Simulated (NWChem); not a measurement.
# One shape, several levels: C2H6AlF (SMILES [CH3][Al]([CH3])[F])

Aim: a comparison of 4 runs (HF/def2-SVP, B3LYP/6-31G, PBE/6-31G**, PBE0/def2-SVP) of C2H6AlF. 

The results are computed with NWChem 7.3.0.

### Step 1. The structure to begin with

C2H6AlF has 10 atoms, charge 0, and is taken as a singlet. SMILES: `[CH3][Al]([CH3])[F]`. The shape is that of a PBE0-D4/def2-TZVP optimisation.

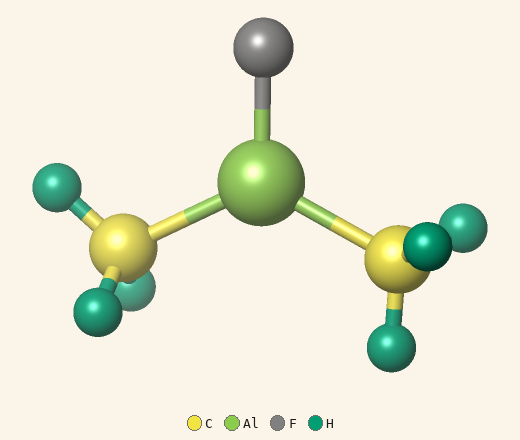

The structure, seen from a chosen angle (carbon yellow, aluminium green, fluorine grey, hydrogen teal).

### Step 2. Energy and forces at HF/def2-SVP (run 1)

Input file c2h6alf.nw:

```
start c2h6alf
memory stack 880 mb heap 220 mb global 1100 mb

geometry noautosym nocenter noautoz
  C       -0.566700       1.412600      -0.858500
  Al      -0.288600      -0.445300      -0.364300
  C        0.794700      -1.093100       1.112200
  F       -1.047300      -1.600600      -1.281300
  H       -1.184400       1.517100      -1.752900
  H       -1.054000       1.963400      -0.046800
  H        0.387100       1.917300      -1.043800
  H        0.189400      -1.676700       1.813200
  H        1.269800      -0.283800       1.672000
  H        1.583200      -1.762300       0.753400
end

basis spherical bse
  C library def2-SVP
  Al library def2-SVP
  F library def2-SVP
  H library def2-SVP
end

scf
  nopen 0
  rhf
  thresh 1e-08
  maxiter 80
  print medium
end

task scf gradient
```

The run is started by

```console
$ nwchem c2h6alf.nw > c2h6alf.out
```

The program printed:

```text
[...]
  functions       =    90
[...]
  wavefunction    = RHF
[...]
         Total SCF energy =   -420.463333499217
      One-electron energy =   -887.911078029888
      Two-electron energy =    314.123358714420
 Nuclear repulsion energy =    153.324385816251
        Time for solution =     15.3s
[...]
                         RHF ENERGY GRADIENTS
    atom               coordinates                        gradient
                 x          y          z           x          y          z
   1 C      -1.070908   2.669427  -1.622330    0.000312  -0.003160   0.000518
   2 Al     -0.545375  -0.841495  -0.688427    0.000805   0.001253   0.000877
   3 C       1.501765  -2.065659   2.101753   -0.001770   0.001161  -0.002395
   4 F      -1.979110  -3.024695  -2.421306    0.001253   0.001856   0.001540
   5 H      -2.238191   2.866903  -3.312501    0.000100  -0.000561   0.000202
   6 H      -1.991771   3.710288  -0.088439    0.000257  -0.000374   0.000155
   7 H       0.731513   3.623172  -1.972496   -0.000019  -0.000457   0.000354
   8 H       0.357914  -3.168504   3.426451   -0.000122   0.000019  -0.000426
   9 H       2.399574  -0.536304   3.159622   -0.000428   0.000228  -0.000582
  10 H       2.991814  -3.330264   1.423720   -0.000387   0.000035  -0.000242
[...]
```

It took 22 s on 1 thread of Intel Xeon Platinum 8175M at 2.50GHz (Skylake/Cascade Lake), shared host; peak memory 0.1 GiB.

### Step 3. Energy and forces at B3LYP/6-31G (run 2)

Input file job.nw:

```
start job
memory stack 880 mb heap 220 mb global 1100 mb
charge 0

geometry units angstrom noautosym nocenter noautoz
   C    -0.566700    1.412600   -0.858500
   Al   -0.288600   -0.445300   -0.364300
   C     0.794700   -1.093100    1.112200
   F    -1.047300   -1.600600   -1.281300
   H    -1.184400    1.517100   -1.752900
   H    -1.054000    1.963400   -0.046800
   H     0.387100    1.917300   -1.043800
   H     0.189400   -1.676700    1.813200
   H     1.269800   -0.283800    1.672000
   H     1.583200   -1.762300    0.753400
end

basis spherical bse
   * library 6-31G
end

dft
   xc b3lyp
   grid xfine
   convergence energy 1e-08
   iterations 100
   mulliken
   noprint "final vectors analysis"
end

task dft gradient
```

The run is started by

```console
$ nwchem job.nw > job.out
```

The program printed:

```text
[...]
          Wavefunction type:  closed shell.
          No. of atoms     :    10
          No. of electrons :    40
[...]
          Charge           :     0
          Spin multiplicity:     1
[...]
          AO basis - number of functions:    52
[...]
              XC Information
              --------------
                         B3LYP Method XC Potential
                     Hartree-Fock (Exact) Exchange  0.200
                        Slater Exchange Functional  0.800 local
                    Becke 1988 Exchange Functional  0.720 non-local
              Lee-Yang-Parr Correlation Functional  0.810
                  VWN I RPA Correlation Functional  0.190 local
[...]
 d= 0,ls=0.0,diis     1   -422.0703340243 -5.75D+02  2.52D-02  5.91D-01     5.9
[...]
 d= 0,ls=0.0,diis     8   -422.1392485935 -2.49D-10  1.04D-06  7.65D-09    37.2
         Total DFT energy =     -422.139248593519
      One electron energy =     -888.065511500217
           Coulomb energy =      354.957343581438
    Exchange-Corr. energy =      -42.355466490992
 Nuclear repulsion energy =      153.324385816251
[...]
      Total Density - Mulliken Population Analysis
     ---------------------------------------------
    Atom       Charge   Shell Charges
 -----------   ------   -------------------------------------------------------
    1 C    6     6.81   2.00  0.65  2.13  0.75  1.29
    2 Al  13    11.89   2.00  2.00  5.96  0.76  0.95  0.07  0.15
    3 C    6     6.81   2.00  0.65  2.13  0.75  1.29
    4 F    9     9.51   2.00  0.92  3.31  1.06  2.23
    5 H    1     0.82   0.52  0.30
    6 H    1     0.83   0.52  0.31
    7 H    1     0.83   0.52  0.31
    8 H    1     0.83   0.52  0.30
    9 H    1     0.84   0.52  0.31
   10 H    1     0.83   0.52  0.30
[...]
  wavefunction    = closed shell
                         DFT ENERGY GRADIENTS
    atom               coordinates                        gradient
                 x          y          z           x          y          z
   1 C      -1.070908   2.669427  -1.622330    0.000474  -0.005006   0.000704
   2 Al     -0.545375  -0.841495  -0.688427   -0.013917  -0.021799  -0.016670
   3 C       1.501765  -2.065659   2.101753   -0.002424   0.002509  -0.003372
   4 F      -1.979110  -3.024695  -2.421306    0.016609   0.025726   0.020019
   5 H      -2.238191   2.866903  -3.312501    0.001229  -0.000262   0.001861
   6 H      -1.991771   3.710288  -0.088439    0.001653  -0.001128  -0.001599
   7 H       0.731513   3.623172  -1.972496   -0.002178  -0.000975   0.001024
   8 H       0.357914  -3.168504   3.426451    0.001179   0.001325  -0.001811
   9 H       2.399574  -0.536304   3.159622   -0.000664  -0.001897  -0.000715
  10 H       2.991814  -3.330264   1.423720   -0.001961   0.001508   0.000559
[...]
```

It took 49 s on 1 thread of Intel Xeon Platinum 8175M at 2.50GHz (Skylake/Cascade Lake), shared host; peak memory 0.14 GiB.

### Step 4. Energy and gradient at PBE/6-31G(d,p) (spherical functions) (run 3)

Input file c2h6alf.nw:

```
start c2h6alf
title "C2H6AlF PBE"
memory 2200 mb
charge 0

geometry noautosym nocenter noautoz
 C    -0.566700    1.412600   -0.858500
 Al   -0.288600   -0.445300   -0.364300
 C     0.794700   -1.093100    1.112200
 F    -1.047300   -1.600600   -1.281300
 H    -1.184400    1.517100   -1.752900
 H    -1.054000    1.963400   -0.046800
 H     0.387100    1.917300   -1.043800
 H     0.189400   -1.676700    1.813200
 H     1.269800   -0.283800    1.672000
 H     1.583200   -1.762300    0.753400
end

basis spherical bse
 * library 6-31G**
end

dft
 xc xpbe96 cpbe96
 grid fine
 convergence energy 1e-08
 maxiter 100
 mulliken
end

task dft gradient
```

The run is started by

```console
$ nwchem c2h6alf.nw > c2h6alf.out
```

The program printed:

```text
[...]
          Wavefunction type:  closed shell.
          No. of atoms     :    10
          No. of electrons :    40
[...]
          Charge           :     0
          Spin multiplicity:     1
[...]
          AO basis - number of functions:    90
[...]
              XC Information
              --------------
          PerdewBurkeErnzerhof Exchange Functional  1.000
            Perdew 1991 LDA Correlation Functional  1.000 local
           PerdewBurkeErnz. Correlation Functional  1.000 non-local
[...]
 d= 0,ls=0.0,diis     1   -421.7382692095 -5.75D+02  1.70D-02  7.04D-01     6.1
[...]
 d= 0,ls=0.0,diis    10   -421.8125465572 -2.76D-10  1.51D-07  4.15D-10    34.2
         Total DFT energy =     -421.812546557177
      One electron energy =     -888.530264975107
           Coulomb energy =      355.345465084571
    Exchange-Corr. energy =      -41.952132482892
 Nuclear repulsion energy =      153.324385816251
[...]
      Total Density - Mulliken Population Analysis
     ---------------------------------------------
    Atom       Charge   Shell Charges
 -----------   ------   -------------------------------------------------------
    1 C    6     6.62   2.00  0.65  2.11  0.66  1.19  0.02
    2 Al  13    12.22   2.00  2.00  5.96  0.75  1.00  0.13  0.18  0.22
    3 C    6     6.61   2.00  0.65  2.11  0.66  1.19  0.02
    4 F    9     9.41   2.00  0.92  3.30  1.04  2.14  0.01
    5 H    1     0.85   0.51  0.32  0.01
    6 H    1     0.86   0.51  0.33  0.01
    7 H    1     0.86   0.51  0.33  0.01
    8 H    1     0.85   0.51  0.33  0.01
    9 H    1     0.86   0.51  0.33  0.01
   10 H    1     0.85   0.51  0.33  0.01
[...]
  wavefunction    = closed shell
                         DFT ENERGY GRADIENTS
    atom               coordinates                        gradient
                 x          y          z           x          y          z
   1 C      -1.070908   2.669427  -1.622330   -0.000145   0.000081  -0.000299
   2 Al     -0.545375  -0.841495  -0.688427   -0.003565  -0.005457  -0.004351
   3 C       1.501765  -2.065659   2.101753    0.000150  -0.000018   0.000214
   4 F      -1.979110  -3.024695  -2.421306    0.006349   0.009717   0.007668
   5 H      -2.238191   2.866903  -3.312501    0.003416  -0.000940   0.004998
   6 H      -1.991771   3.710288  -0.088439    0.002783  -0.002882  -0.004179
   7 H       0.731513   3.623172  -1.972496   -0.005088  -0.002715   0.001242
   8 H       0.357914  -3.168504   3.426451    0.003157   0.003045  -0.003863
   9 H       2.399574  -0.536304   3.159622   -0.002730  -0.004332  -0.003237
  10 H       2.991814  -3.330264   1.423720   -0.004328   0.003502   0.001807
[...]
```

Run time: 46 s. Hardware: 1 thread of Intel Xeon Platinum 8175M at 2.50GHz (Skylake/Cascade Lake), shared host; peak memory 0.12 GiB.

### Step 5. Energy and forces at PBE0/def2-SVP (run 4)

Input file c2h6alf.nw:

```
start c2h6alf
memory stack 880 mb heap 220 mb global 1100 mb
charge 0

geometry units angstroms noautosym nocenter noautoz
C    -0.566700    1.412600   -0.858500
Al   -0.288600   -0.445300   -0.364300
C     0.794700   -1.093100    1.112200
F    -1.047300   -1.600600   -1.281300
H    -1.184400    1.517100   -1.752900
H    -1.054000    1.963400   -0.046800
H     0.387100    1.917300   -1.043800
H     0.189400   -1.676700    1.813200
H     1.269800   -0.283800    1.672000
H     1.583200   -1.762300    0.753400
end

basis "ao basis" spherical bse
* library def2-SVP
end

dft
xc pbe0
grid fine
convergence energy 1e-08
iterations 100
mulliken
end

task dft gradient
```

The run is started by

```console
$ nwchem c2h6alf.nw > c2h6alf.out
```

The program printed:

```text
[...]
          Wavefunction type:  closed shell.
          No. of atoms     :    10
          No. of electrons :    40
[...]
          Charge           :     0
          Spin multiplicity:     1
[...]
          AO basis - number of functions:    90
[...]
              XC Information
              --------------
                         PBE0 Method XC Functional
                     Hartree-Fock (Exact) Exchange  0.250
          PerdewBurkeErnzerhof Exchange Functional  0.750
            Perdew 1991 LDA Correlation Functional  1.000 local
           PerdewBurkeErnz. Correlation Functional  1.000 non-local
[...]
 d= 0,ls=0.0,diis     1   -421.5944920477 -5.75D+02  1.33D-02  5.92D-01     5.1
[...]
 d= 0,ls=0.0,diis     8   -421.6606282743 -1.49D-09  8.02D-07  5.37D-09    24.9
         Total DFT energy =     -421.660628274309
      One electron energy =     -888.130289941469
           Coulomb energy =      355.116086436475
    Exchange-Corr. energy =      -41.970810585567
 Nuclear repulsion energy =      153.324385816251
[...]
      Total Density - Mulliken Population Analysis
     ---------------------------------------------
    Atom       Charge   Shell Charges
 -----------   ------   -------------------------------------------------------
    1 C    6     6.46   1.99  0.87  0.32  2.11  1.17  0.01
    2 Al  13    12.11   2.00  1.98  0.81  0.04  5.92  0.78  0.30  0.27
    3 C    6     6.46   1.99  0.87  0.32  2.11  1.17  0.01
    4 F    9     9.41   1.99  1.12  0.82  3.34  2.14  0.00
    5 H    1     0.92   0.72  0.17  0.03
    6 H    1     0.93   0.72  0.18  0.03
    7 H    1     0.93   0.72  0.18  0.03
    8 H    1     0.93   0.72  0.18  0.03
    9 H    1     0.93   0.72  0.18  0.03
   10 H    1     0.93   0.72  0.18  0.03
[...]
  wavefunction    = closed shell
                         DFT ENERGY GRADIENTS
    atom               coordinates                        gradient
                 x          y          z           x          y          z
   1 C      -1.070908   2.669427  -1.622330   -0.000765   0.004726  -0.001377
   2 Al     -0.545375  -0.841495  -0.688427   -0.003885  -0.005801  -0.004810
   3 C       1.501765  -2.065659   2.101753    0.002688  -0.001978   0.003718
   4 F      -1.979110  -3.024695  -2.421306    0.004540   0.006842   0.005511
   5 H      -2.238191   2.866903  -3.312501    0.003339  -0.000700   0.004842
   6 H      -1.991771   3.710288  -0.088439    0.002498  -0.002747  -0.004057
   7 H       0.731513   3.623172  -1.972496   -0.004870  -0.002612   0.001016
   8 H       0.357914  -3.168504   3.426451    0.003133   0.002971  -0.003586
   9 H       2.399574  -0.536304   3.159622   -0.002624  -0.004115  -0.003123
  10 H       2.991814  -3.330264   1.423720   -0.004055   0.003414   0.001866
[...]
```

Run time: 33 s. Hardware: 1 thread of Intel Xeon Platinum 8175M at 2.50GHz (Skylake/Cascade Lake), shared host; peak memory 0.12 GiB.

### Step 6. All runs side by side

| run | level | iteration cap | module | energy (Eh) | dipole moment (D) | HOMO energy (eV) | LUMO energy (eV) | wall time |
| --- | --- | --- | --- | --- | --- | --- | --- | --- |
| 1 | HF/def2-SVP | 80 | scf | -420.463333 | 1.98 | -11.08 | 2.63 | 22 s |
| 2 | B3LYP/6-31G | 100 | dft | -422.139249 | 2.32 | – | – | 49 s |
| 3 | PBE/6-31G** (spherical functions) | 100 | dft | -421.812547 | 1.74 | -6.33 | -0.85 | 46 s |
| 4 | PBE0/def2-SVP | 100 | dft | -421.660628 | 1.87 | -7.87 | -0.15 | 33 s |

### Step 7. What came out

| quantity | value |
| --- | --- |
| run 4: total energy | -421.66063 Eh |
| run 4: dipole moment | 1.87 D |
| run 4: HOMO energy | -7.87 eV |
| run 4: LUMO energy | -0.15 eV |
| run 4: HOMO–LUMO gap | 7.72 eV |
| run 4: largest force on an atom | 0.509 eV/Å |

The dipole moment (its size) runs from 1.74 D (PBE/6-31G**) to 2.32 D (B3LYP/6-31G). The two ends differ in method and basis. Over runs 1, 3, 4 the HOMO–LUMO gap runs from 5.48 eV (PBE/6-31G**) to 13.70 eV (HF/def2-SVP). Totals of different functionals can't be ranked against each other. All runs together took 2.5 min, the longest 49 s.
